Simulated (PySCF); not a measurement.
# One shape, several levels: C4H8O (2-butanone)

Aim: a comparison of 6 runs (BHLYP/6-31G*, M06-2X/6-31G*, M06-L/6-31G*, r2SCAN/6-31G*, wB97X/6-31G*, CCSD(T)/6-31G*) of C4H8O (2-butanone). The job is set up through a Python script.

The results are computed with PySCF 2.14.0.

### 1 The structure to begin with

C4H8O has 13 atoms, charge 0, and is taken as a singlet. As SMILES, `CCC(C)=O`. The coordinates come from a PBE0-D4/def2-TZVP relaxation. This is one conformer, not always the lowest.

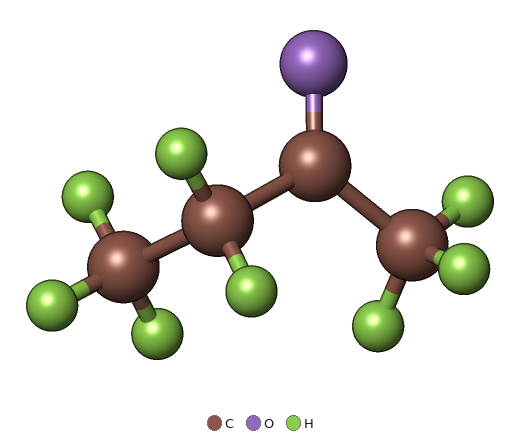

Viewed from a chosen angle; carbon brown, oxygen purple, hydrogen green.

### 2 The energy at BHLYP/6-31G(d) (spherical functions) (run 1)

File calc.py:

```python
from pyscf import gto, dft

mol = gto.M(
    atom='''
C     -2.164870     2.132745    -0.827700
C      0.196532     1.637637     0.756268
C      1.734013    -0.479612    -0.390417
C      1.097742    -3.122394     0.447298
O      3.361634    -0.062172    -1.930922
H     -3.268848     3.677974    -0.023055
H     -1.646329     2.648451    -2.756543
H     -3.386011     0.469597    -0.915950
H     -0.343363     1.157268     2.693427
H      1.381957     3.325162     0.800110
H     -0.944485    -3.432499     0.436338
H      1.728721    -3.377319     2.400897
H      2.036180    -4.501706    -0.755513
''',
    basis='6-31g*',
    verbose=3,
    unit='bohr',
    spin=0,
    max_memory=1860,
)

calc0 = dft.RKS(mol)
calc0.xc = 'bhandhlyp'
calc0.grids.level = 5
calc0.conv_tol = 1e-10
calc0.kernel()
if not calc0.converged:
    calc0 = calc0.newton().run(calc0.mo_coeff, calc0.mo_occ)

e_final = calc0.e_tot
print(f'total energy: {e_final:.8f} hartree')
```

On the command line:

```console
$ OMP_NUM_THREADS=1 python calc.py
```

Standard output:

```text
converged SCF energy = -232.320642216654
total energy: -232.32064222 hartree
```

Wall time 32 s (1 thread of Intel Xeon at 2.70GHz, shared host); peak memory 0.44 GiB.

### 3 A single-point energy at M06-2X/6-31G(d) (spherical functions) (run 2)

File job.py:

```python
# CCC(C)=O
from pyscf import gto, dft

molecule = gto.M(
    atom='''
C     -1.145600     1.128600    -0.438000
C      0.104000     0.866600     0.400200
C      0.917600    -0.253800    -0.206600
C      0.580900    -1.652300     0.236700
O      1.778900    -0.032900    -1.021800
H     -1.729800     1.946300    -0.012200
H     -0.871200     1.401500    -1.458700
H     -1.791800     0.248500    -0.484700
H     -0.181700     0.612400     1.425300
H      0.731300     1.759600     0.423400
H     -0.499800    -1.816400     0.230900
H      0.914800    -1.787200     1.270500
H      1.077500    -2.382200    -0.399800
''',
    basis='6-31g*',
    verbose=4,
    max_memory=1860,
)

myscf = dft.RKS(molecule)
myscf.xc = 'm06-2x'
myscf.conv_tol = 1e-10
myscf.grids.level = 5
myscf.kernel()
if not myscf.converged:
    myscf = myscf.newton().run(myscf.mo_coeff, myscf.mo_occ)

e_tot = myscf.e_tot
print('Final energy', e_tot)
```

On the command line:

```console
$ OMP_NUM_THREADS=1 python job.py
```

Standard output:

```text
PySCF version 2.14.0

[... 84 lines left out ...]
converged SCF energy = -232.3464068132
Final energy -232.3464068132001
```

It took 46 s on 1 thread of Intel Xeon at 2.70GHz, shared host; peak memory 0.48 GiB.

Runs 3 to 5 aren't shown in full; the table further down has their settings and results.

### 4 The energy at CCSD(T)/6-31G(d) (spherical functions) (run 6)

File job.py:

```python
from pyscf import gto, cc

system = gto.Mole()
system.atom = '''
C   -1.145600   1.128600  -0.438000
C    0.104000   0.866600   0.400200
C    0.917600  -0.253800  -0.206600
C    0.580900  -1.652300   0.236700
O    1.778900  -0.032900  -1.021800
H   -1.729800   1.946300  -0.012200
H   -0.871200   1.401500  -1.458700
H   -1.791800   0.248500  -0.484700
H   -0.181700   0.612400   1.425300
H    0.731300   1.759600   0.423400
H   -0.499800  -1.816400   0.230900
H    0.914800  -1.787200   1.270500
H    1.077500  -2.382200  -0.399800
'''
system.max_memory = 1860
system.basis = '6-31g*'
system.verbose = 3
system.build()

mf = system.RHF()
mf.conv_tol = 1e-10
mf.kernel()
if not mf.converged:
    mf = mf.newton().run(mf.mo_coeff, mf.mo_occ)

mycc = cc.CCSD(mf, frozen=5)
mycc.kernel()
e_t = mycc.ccsd_t()
energy = mycc.e_tot + e_t
print('Final energy', energy)
```

On the command line:

```console
$ OMP_NUM_THREADS=1 python job.py
```

Standard output:

```text
converged SCF energy = -230.993719242602
E(CCSD) = -231.727538585566  E_corr = -0.7338193429636227
CCSD(T) correction = -0.021902328874943
Final energy -231.74944091444095
```

Run time: 34 s. Hardware: 1 thread of Intel Xeon at 2.70GHz, shared host; peak memory 0.5 GiB.

### 5 Overview of the runs

| run | level | integration grid | frozen core orbitals | energy (Eh) | dipole moment (D) of the reference | HOMO energy (eV) | LUMO energy (eV) | wall time |
| --- | --- | --- | --- | --- | --- | --- | --- | --- |
| 1 | BHLYP/6-31G* (spherical functions) | 5 | – | -232.320642 | 2.92 | -8.40 | 1.33 | 32 s |
| 2 | M06-2X/6-31G* (spherical functions) | 5 | – | -232.346407 | 2.78 | -8.42 | 1.10 | 46 s |
| 3 | M06-L/6-31G* (spherical functions) | 5 | – | -232.427653 | 2.70 | -5.55 | -0.91 | 49 s |
| 4 | r2SCAN/6-31G* (spherical functions) | 5 | – | -232.317053 | 2.76 | -5.50 | -0.94 | 50 s |
| 5 | wB97X/6-31G* (spherical functions) | 5 | – | -232.402172 | 2.80 | -9.26 | 2.39 | 38 s |
| 6 | CCSD(T)/6-31G* (spherical functions) | – | 5 | -231.749441 | 3.17 | -10.94 | 4.42 | 34 s |

### 6 What came out

| quantity | value |
| --- | --- |
| run 6: total energy | -231.74944 Eh |
| run 6: dipole moment (Hartree–Fock density) | 3.17 D |
| run 6: HOMO energy (Hartree–Fock orbitals) | -10.94 eV |
| run 6: LUMO energy (Hartree–Fock orbitals) | 4.42 eV |
| run 6: HOMO–LUMO gap (Hartree–Fock orbitals) | 15.36 eV |
| run 6: correlation energy (5 core orbitals frozen) | -755.7 mEh |
| run 6: (T) correction | -21.90 mEh |
| run 6: T1 diagnostic | 0.012 |

What this shows: Over runs 1, 2, 3, 4, 5 the dipole moment (its size) runs from 2.70 D (M06-L/6-31G*) to 2.92 D (BHLYP/6-31G*). Over runs 1, 2, 3, 4, 5 the HOMO–LUMO gap runs from 4.55 eV (r2SCAN/6-31G*) to 11.66 eV (wB97X/6-31G*). Totals of different functionals can't be ranked against each other. All runs together took 4.2 min, the longest 50 s.
